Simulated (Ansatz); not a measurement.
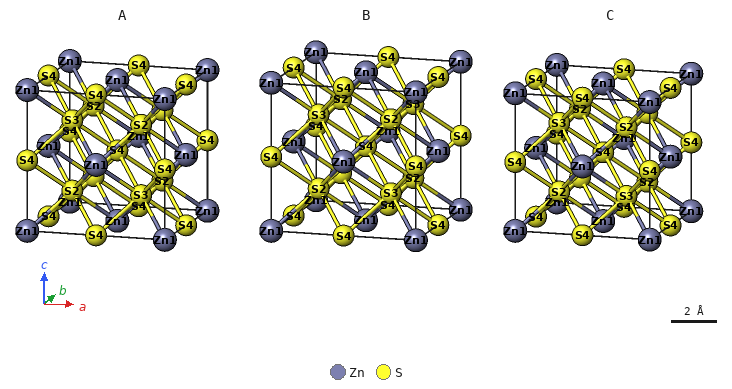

3 geometries from one relaxation of a crystal of ZnS3 (a generated structure, set up in Fm-3m) (coarse preliminary run), in shuffled order. The picture is a ball-and-stick view of the conventional cell (4 times the calculation's cell), seen slightly off an axis. Lengths and directions refer to the drawn axes.

Theory: Ansatz 0.2.0, DFT PBE, scalar-relativistic, plane waves, PAW. Settings: plane-wave cutoff 420 eV; k-point mesh 4 × 4 × 4; occupations gaussian; smearing width 0.1 eV; no spin polarisation; cell and atoms relaxed; force threshold 0.04 eV/Å; at most 70 steps.

Q: Order the frames from highest to lowest energy.

A: B, A, C. They are steps 0, 1, 5, at +150 meV per atom, +17.3 meV per atom relative to the last. The energy falls by 150 meV per atom in 4 accepted moves (5 points after the start). All forces vanish by symmetry, so only the cell relaxes. The pressure goes from −9.60 to −0.01 GPa. At 1 point the geometry stayed and the basis and grid were re-selected for the new cell (energy shift of 0.6 meV per atom at most each time). The atoms keep their places relative to the cell (all moves are under 0.005 Å). The drawn cell changes as follows: a = b = c 6.821 → 6.339 Å (−7.1 %); the volume changes by −19.7 %. Some distances before and after: Zn1–S2 2.954 → 2.745 Å, S2–S4 2.954 → 2.745 Å. The space group stays Fm-3m (No. 225).
